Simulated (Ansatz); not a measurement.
# SrVO3 (cubic perovskite): energy over volume and axial ratio

SrVO3 (cubic perovskite)

```yaml
crystal:
  lattice:
    - [3.85762, 0.00000, 0.00000]
    - [0.00000, 3.85762, 0.00000]
    - [0.00000, 0.00000, 3.85762]
  atoms:
    - { symbol: Sr, position: [0.00000, 0.00000, 0.00000] }
    - { symbol: V, position: [0.50000, 0.50000, 0.50000] }
    - { symbol: O, position: [0.00000, 0.50000, 0.50000] }
    - { symbol: O, position: [0.50000, 0.50000, 0.00000] }
    - { symbol: O, position: [0.50000, 0.00000, 0.50000] }
```

The relaxed cell is deformed in two ways at once: its volume V is scaled, and at that volume it is stretched along z (the c axis of the conventional cell) so that c/a changes. Fractional atomic positions are held.

Level of theory: PBE (plane waves to 420 eV, PAW, scalar-relativistic; Ansatz, a quantum-chemistry and plane-wave program). k mesh 12×12×12 (Γ-centred), Fermi-Dirac smearing 0.05 eV. Energies are smeared free energies. Stress and pressure are positive under compression. With partly filled bands, the response to shear is sensitive to the k mesh, so small differences along c/a are uncertain. SrVO3 is run without spin polarisation and with no Hubbard U. SrVO3 was relaxed with its symmetry unable to fall. The zero of ΔE is the relaxed starting cell.

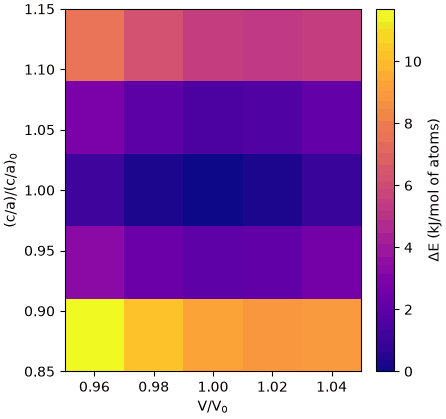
Fig. 1. ΔE (kJ/mol of atoms) over the 5×5 grid of computed points.

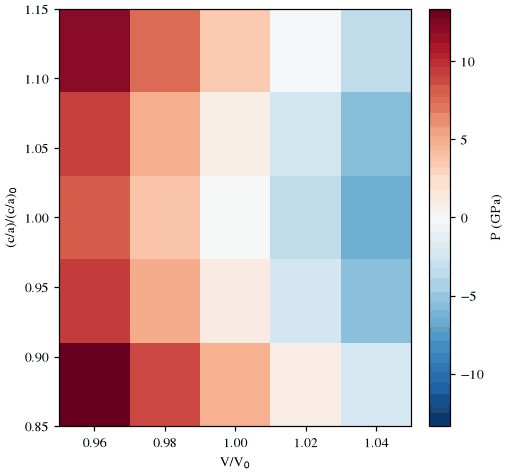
*P (GPa) over the 5×5 grid of computed points.*

Lowest place on the grid: V/V₀ = 1.000, (c/a)/(c/a)₀ = 1.000 (0 meV/atom). Highest place on the grid: V/V₀ = 0.960, (c/a)/(c/a)₀ = 0.880 (121 meV/atom).

(Under strain, the slope of the energy per volume gives the stress and its curvature an elastic modulus.)
